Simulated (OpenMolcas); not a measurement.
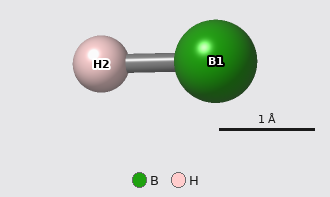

Fig. 1: The structure as given in the input (ball-and-stick view, seen at a tilt; atoms are numbered from 1 in the order of the input).

## Run report: BH, single-point calculation (part 1 of 3)

BH (borane(1)), multiplicity 3, computed with CCSD(T)/def2-TZVPPD, ROHF (OpenMolcas 26.06).

The geometry is that of the parent species in another charge or spin state.

### The input
```
* BH CCSD(T)

&GATEWAY
 BasLib
 $CurrDir
 Coord
 input.xyz
 Basis
 def2-TZVPPD
 Group
 NoSym

&SEWARD

&SCF
 UHF
 Spin
 3
 Thresholds
 1e-10 1e-07 1e-07 1e-05
 PrOrbitals
 1 1

&RASSCF
 FileOrb
 $Project.UnaOrb
 Spin
 3
 Nactel
 2 0 0
 Inactive
 2
 Ras2
 2
 OutOrbitals
 Canonical
 OrbListing
 Few

&MOTRA
 JobIph
 Frozen
 1

&CCSDT
 CCT
 Triples
 3
 Iterations
 80
 Accuracy
 1e-08
 Extrapolation
 5 4
```

### File input.xyz
```
2

B      0.000000     0.000000     0.000000
H      0.000000     0.000000     1.232400
```

Hardware: 1 thread of Arm Neoverse V1, 24 GiB of memory available, shared host.

Launched with:
```bash
export MOLCAS_MEM=1860
pymolcas test.inp > test.log
```

### The program's output
```
--- Start Module: gateway ---

                                              &GATEWAY

                       available to each process: 1.9 GB of memory, 1 thread

 Basis Set     1 Label: B.DEF2-TZVPPD
 Basis set is read from library:.
 basistype.tbl is not found

 Basis Set     2 Label: H.DEF2-TZVPPD
 Basis set is read from library:.
 basistype.tbl is not found

++    Symmetry information:
      ---------------------

                    Character Table for C1

                             E
                    a        1  x, y, xy, Rz, z, xz, Ry, yz, Rx, I
--

++    Basis set information:
      ----------------------

      Basis set label: B.DEF2-TZVPPD.........

      Electronic valence basis set:
      ------------------
      Associated Effective Charge   5.000000 au
      Associated Actual Charge      5.000000 au
      Nuclear Model: Point charge

      Shell  nPrim  nBasis  Cartesian Spherical Contaminant
         s      12       6        X
         p       6       3        X
         d       3       3                 X
         f       1       1                 X

      Basis set label: H.DEF2-TZVPPD.........

      Electronic valence basis set:
      ------------------
      Associated Effective Charge   1.000000 au
      Associated Actual Charge      1.000000 au
      Nuclear Model: Point charge

      Shell  nPrim  nBasis  Cartesian Spherical Contaminant
         s       5       3        X
         p       3       3        X
         d       1       1                 X
--

++    Molecular structure info:
      -------------------------

                    ************************************************
                    **** Cartesian Coordinates / bohr, angstrom ****
                    ************************************************

     Center  Label                x              y              z                     x              y              z
        1      B1               0.000000       0.000000       0.000000              0.000000       0.000000       0.000000
        2      H2               0.000000       0.000000       2.328898              0.000000       0.000000       1.232400
--

            Nuclear Potential Energy              2.14693773 au

--- Stop Module: gateway /rc=_RC_ALL_IS_WELL_ ---

--- Start Module: seward ---

                                              &SEWARD

                       available to each process: 1.9 GB of memory, 1 thread

               SEWARD will generate:
                  Multipole Moment integrals up to order  2
                  Kinetic Energy integrals
                  Nuclear Attraction integrals (point charge)
                  One-Electron Hamiltonian integrals
                  Velocity integrals
                  Orbital angular momentum around (  0.0000   0.0000   0.1953 )
                  Velocity quadrupole around (  0.0000   0.0000   0.1953 )
                  Two-Electron Repulsion integrals

                   Integrals are discarded if absolute value <: 1.00E-14
                   Integral cutoff threshold is set to       <: 1.00E-16

            Nuclear Potential Energy              2.14693773 au

      Basis set specifications :
      Symmetry species         a
      Basis functions           54

--- Stop Module: seward /rc=_RC_ALL_IS_WELL_ ---

--- Start Module: scf ---

                                                &SCF

                       available to each process: 1.9 GB of memory, 1 thread

++    Input section:
      --------------

      Header of the integral files:

      Cartesian coordinates in angstrom:
      -----------------------------------------------------
      No.  Label        X            Y            Z
      -----------------------------------------------------
       1   B1         0.00000000   0.00000000   0.00000000
       2   H2         0.00000000   0.00000000   1.23240000
      -----------------------------------------------------
      Nuclear repulsion energy =    2.14693773
--

++    Orbital specifications:
      -----------------------

      Symmetry species               1
                                     a
      Frozen orbitals                0
      Start temperature = 0.500
      End temperature   = 0.010
      Temperature Factor= 0.460
      Deleted orbitals               0
      Total number of orbitals      54
      Number of basis functions     54
--

      Molecular charge                           0.000

++    Optimization specifications:
      ----------------------------

      SCF Algorithm: Conventional USCF
      D(i)-D(i-1) density differences are used
      Number of density matrices in core                 5
      Maximum number of NDDO SCF iterations            400
      Maximum number of HF SCF iterations              400
      Threshold for SCF energy change             1.00E-10
      Threshold for density matrix                1.00E-07
      Threshold for Fock matrix                   1.00E-07
      Threshold for linear dependence             1.00E-09
      Threshold at which DIIS is turned on        1.50E-01
      Maximum depth in the DIIS procedure                5
      Maximum depth in the BFGS Hessian update          30
      Threshold at which QNR/C2DIIS is turned on  7.50E-02
      Threshold for Norm(delta) (QNR/C2DIIS)      1.00E-05
      All orbitals punched on: UHFORB
--

      Input vectors read from INPORB
      Orbital file label: *Guess orbitals

++ Convergence information
                               UHF SCF        iterations: Energy and convergence statistics

Iter     Tot. SCF        One-elec.       Two-elec.     Energy      Max Dij or  Max Fij      DNorm      TNorm      AccCon     Time
         Energy          Energy          Energy        Change      Delta Norm                                                in Sec.
   1   -24.115820663   -36.653856698    10.391098309   0.00E+00    1.34E-01*   1.36E+00*    2.77E+00   2.34E+01   None         0.
   2   -23.679324786   -33.836581148     8.010318637   4.36E-01*   1.26E-01*   4.48E-14     3.37E+01   2.05E+01   EDIIS        0.
   3   -24.526484968   -35.648169044     8.974746351  -8.47E-01*   1.04E-01*   5.27E-02*    1.00E+01   2.19E+01   EDIIS        0.
   4   -24.995184171   -37.325708011    10.183586114  -4.69E-01*   1.11E-01*   8.00E-02*    1.05E+01   2.35E+01   EDIIS        0.
   5   -25.023179590   -37.012692059     9.842574744  -2.80E-02*   3.80E-02*   1.81E-02*    2.90E-01   2.31E+01   EDIIS        0.
   6   -25.024863732   -37.033970142     9.862168685  -1.68E-03*   2.47E-02*   7.58E-03*    7.94E-02   2.32E+01   EDIIS        0.
   7   -25.025319944   -37.028624842     9.856367173  -4.56E-04*   1.47E-02*   4.48E-03*    3.42E-02   2.32E+01   EDIIS        0.
   8   -25.025473203   -37.028445515     9.856034586  -1.53E-04*   8.96E-03*   2.75E-03*    1.90E-02   2.32E+01   EDIIS        0.
   9   -25.025529960   -37.028317877     9.855850191  -5.68E-05*   5.56E-03*   1.71E-03*    1.15E-02   2.32E+01   EDIIS        0.
  10   -25.025552720   -37.028384067     9.855893621  -2.28E-05*   3.52E-03*   1.08E-03*    7.34E-03   2.32E+01   EDIIS        0.
  11   -25.025562431   -37.028479532     9.855979375  -9.71E-06*   2.26E-03*   6.95E-04*    4.88E-03   2.32E+01   EDIIS        0.
  12   -25.035269919   -37.028593891     9.846386247  -9.71E-03*   4.10E-02*   1.28E-02*    2.21E-01   2.32E+01   EDIIS        0.
  13   -25.111081520   -37.078385583     9.820366338  -7.58E-02*   1.09E-01*   3.09E-02*    4.23E-01   2.32E+01   EDIIS        0.
  14   -25.114795831   -37.154070493     9.892336937  -3.71E-03*   5.03E-02*   1.34E-02*    1.47E-01   2.33E+01   EDIIS        0.

       Fermi aufbau procedure completed!
      nOcc(alpha)=    4
      nOcc(beta) =    2

  15   -25.115669404   -37.169514037     9.906906907  -8.74E-04*   2.89E-03*   1.39E-02*    7.35E-02   2.33E+01   c2DIIS       0.
  16   -25.116000646   -37.183528164     9.920589792  -3.31E-04*   3.78E-03*   6.31E-04*    1.01E-02   2.33E+01   QNRc2DIIS    0.
  17   -25.116005519   -37.183978799     9.921035555  -4.87E-06*   4.88E-03*   3.11E-04*    3.78E-03   2.33E+01   QNRc2DIIS    0.
  18   -25.116007879   -37.184414977     9.921469372  -2.36E-06*   1.64E-03*   1.26E-04*    4.87E-03   2.33E+01   QNRc2DIIS    0.
  19   -25.116008117   -37.184549495     9.921603653  -2.38E-07*   1.60E-04*   2.24E-05*    1.77E-03   2.33E+01   QNRc2DIIS    0.
  20   -25.116008124   -37.184532450     9.921586601  -6.81E-09*   2.02E-04*   1.49E-05*    1.62E-04   2.33E+01   QNRc2DIIS    0.
  21   -25.116008127   -37.184504445     9.921558592  -3.49E-09*   9.38E-06    1.11E-06*    2.16E-04   2.33E+01   QNRc2DIIS    0.
  22   -25.116008127   -37.184503937     9.921558085  -1.30E-11    7.94E-07    1.74E-07*    1.65E-05   2.33E+01   QNRc2DIIS    0.
  23   -25.116008127   -37.184503818     9.921557966  -1.53E-13    2.68E-07    2.73E-08     1.41E-06   2.33E+01   QNRc2DIIS    0.

       Convergence after  23 Iterations
--

 *****************************************************************************************************************************
 *                                             SCF/KS-DFT Program, Final results                                             *
 *                                                       Final Results                                                       *
 *****************************************************************************************************************************

::    Total SCF energy                                -25.1160081272
      One-electron energy                             -37.1845038184
      Two-electron energy                               9.9215579658
      Nuclear repulsion energy                          2.1469377253
      Kinetic energy (interpolated)                    25.0613503038
      Virial theorem                                    1.0021809608
      Total spin, S(S+1)                                2.0027839389
      Total spin, S                                     1.0009276928
      Max non-diagonal density matrix element           0.0000000990
      Max non-diagonal Fock matrix element              0.0000000151

      All orbitals with orbital energies smaller than  E(LUMO)+0.5 are printed

++    Molecular orbitals:
      -------------------

      Title: UHF orbitals (alpha)

      Molecular orbitals for symmetry species 1: a

          Orbital            1         2         3         4         5         6         7         8         9        10
          Energy           -7.6783   -0.6796   -0.4500   -0.3246    0.0315    0.0527    0.1446    0.1643    0.1741    0.1747
          Occ. No.          1.0000    1.0000    1.0000    1.0000    0.0000    0.0000    0.0000    0.0000    0.0000    0.0000

          Orbital           11        12        13        14        15        16        17        18        19
          Energy            0.1841    0.1843    0.2127    0.2531    0.2664    0.3236    0.3727    0.3757    0.4574
          Occ. No.          0.0000    0.0000    0.0000    0.0000    0.0000    0.0000    0.0000    0.0000    0.0000

--

      All orbitals with orbital energies smaller than  E(LUMO)+0.5 are printed

++    Molecular orbitals:
      -------------------

      Title: UHF orbitals (beta)

      Molecular orbitals for symmetry species 1: a

          Orbital            1         2         3         4         5         6         7         8         9        10
          Energy           -7.6385   -0.5704    0.0275    0.0731    0.0753    0.1037    0.1681    0.1782    0.1806    0.1890
          Occ. No.          1.0000    1.0000    0.0000    0.0000    0.0000    0.0000    0.0000    0.0000    0.0000    0.0000

          Orbital           11        12        13        14        15        16        17        18        19
          Energy            0.1938    0.1959    0.2822    0.3045    0.3140    0.3591    0.3897    0.4070    0.4990
          Occ. No.          0.0000    0.0000    0.0000    0.0000    0.0000    0.0000    0.0000    0.0000    0.0000

--

++    Molecular charges:
      ------------------

      Mulliken charges per centre and basis function type
      ---------------------------------------------------

                            B1                      H2
                     alpha        beta       alpha        beta
      1s           1.8670      1.3713      0.5167      0.4523
      2px          0.8103      0.0000      0.0117      0.0000
      2pz          0.6009      0.1568      0.0060      0.0085
      2py          0.1744      0.0000      0.0025      0.0000
      3d2+         0.0007      0.0002      0.0000      0.0000
      3d1+         0.0005     -0.0000      0.0004      0.0000
      3d0          0.0067      0.0096      0.0002      0.0002
      3d1-         0.0001      0.0000      0.0001      0.0000
      3d2-         0.0009      0.0002      0.0000      0.0000
      4f3+         0.0000      0.0000      0.0000      0.0000
      4f2+         0.0000      0.0000      0.0000      0.0000
      4f1+        -0.0000      0.0000      0.0000      0.0000
      4f0          0.0008      0.0007      0.0000      0.0000
      4f1-        -0.0000      0.0000      0.0000      0.0000
      4f2-         0.0000      0.0000      0.0000      0.0000
      4f3-         0.0000      0.0000      0.0000      0.0000
      Total        3.4624      1.5390      0.5376      0.4610
      Total              5.0013                  0.9987

      Charge           -0.0013                  0.0013

      Total electronic charge=    6.000000

      Total            charge=   -0.000000
--

++    Molecular orbitals:
      -------------------

      Title: Natural orbitals

      Molecular orbitals for symmetry species 1: a

          Orbital            1         2         3         4         5         6         7         8         9        10
          Energy           -7.6522   -0.6174   -0.1878   -0.0685    0.6601    2.4184    0.0565    0.1062    0.1541    0.1784
          Occ. No.          2.0000    1.9986    1.0000    1.0000    0.0014    0.0000    0.0000    0.0000    0.0000    0.0000

          Orbital           11        12        13        14        15        16        17        18        19        20
          Energy            0.1773    0.1820    0.1894    0.3876    0.2369    0.2671    0.4080    0.3726    0.3814    0.3813
          Occ. No.          0.0000    0.0000    0.0000    0.0000    0.0000    0.0000    0.0000    0.0000    0.0000    0.0000

          Orbital           21        22        23        24        25        26        27        28        29        30
          Energy            0.4907    0.6020    0.6718    0.6872    0.6780    1.1778    1.9330    2.0117    1.1448    1.1427
          Occ. No.          0.0000    0.0000    0.0000    0.0000    0.0000    0.0000    0.0000    0.0000    0.0000    0.0000

          Orbital           31        32        33        34        35        36        37        38        39        40
          Energy            1.5123    1.2297    1.2392    1.7354    1.9267    6.9516    1.9373    4.3705    1.9373    2.1448
          Occ. No.          0.0000    0.0000    0.0000    0.0000    0.0000    0.0000    0.0000    0.0000    0.0000    0.0000

          Orbital           41        42        43        44        45        46        47        48        49        50
          Energy            3.1498    2.1264    3.1975    3.7023    2.1432    4.6050    2.2534    2.2769    3.7170    4.2537
          Occ. No.          0.0000    0.0000    0.0000    0.0000    0.0000    0.0000    0.0000    0.0000    0.0000    0.0000

          Orbital           51        52
          Energy            4.2457    4.4917
          Occ. No.          0.0000    0.0000

--

++    Molecular properties:
      ---------------------

      Charge (e):
                      =   -0.0000
      Dipole Moment (debye):
      Origin of the operator (angstrom)=    0.0000    0.0000    0.1034
                   X= -9.1907E-15               Y= -2.3934E-15               Z=  1.2078E-01           Total=  1.2078E-01
      Quadrupole Moment (debye*angstrom):
      Origin of the operator (angstrom)=    0.0000    0.0000    0.1034
                  XX= -8.7851E+00              XY= -1.3042E+00              XZ=  4.1817E-15              YY= -6.5790E+00
                  YZ=  1.8155E-15              ZZ= -7.5820E+00
      In traceless form (debye*angstrom)
                  XX= -1.7046E+00              XY= -1.9564E+00              XZ=  6.2726E-15              YY=  1.6045E+00
                  YZ=  2.7233E-15              ZZ=  1.0012E-01
--

--- Stop Module: scf /rc=_RC_ALL_IS_WELL_ ---
--- Module scf spent 1 second ---

--- Start Module: rasscf ---

                                              &RASSCF

                       available to each process: 1.9 GB of memory, 1 thread

      Header of the ONEINT file:
      --------------------------

      OrdInt status: non-squared

      Cartesian coordinates in angstrom:
      -----------------------------------------------------
      No.  Label        X            Y            Z
      -----------------------------------------------------
       1   B1         0.00000000   0.00000000   0.00000000
       2   H2         0.00000000   0.00000000   1.23240000
      -----------------------------------------------------
      Nuclear repulsion energy =    2.14693773

++    Wave function specifications:
      -----------------------------

      Number of closed shell electrons           4
      Number of electrons in active shells       2
      Max number of holes in RAS1 space          0
      Max nr of electrons in RAS3 space          0
      Number of inactive orbitals                2
      Number of active orbitals                  2
      Number of secondary orbitals              50
      Spin quantum number                      1.0
      State symmetry                             1
--

++    Orbital specifications:
      -----------------------

      Symmetry species                           1
                                                 a
      Frozen orbitals                            0
      Inactive orbitals                          2
      Active orbitals                            2
      RAS1 orbitals                              0
      RAS2 orbitals                              2
      RAS3 orbitals                              0
      Secondary orbitals                        50
      Deleted orbitals                           0
      Number of basis functions                 54
--

++    CI expansion specifications:
      ----------------------------

      Number of CSFs                             1
      Number of determinants                     1
      Number of root(s) required                 1
      Root chosen for geometry opt.              1
      CI root used                               1

      highest root included in the CI            1
      max. size of the explicit Hamiltonian      1
--

++    Optimization specifications:
      ----------------------------
```
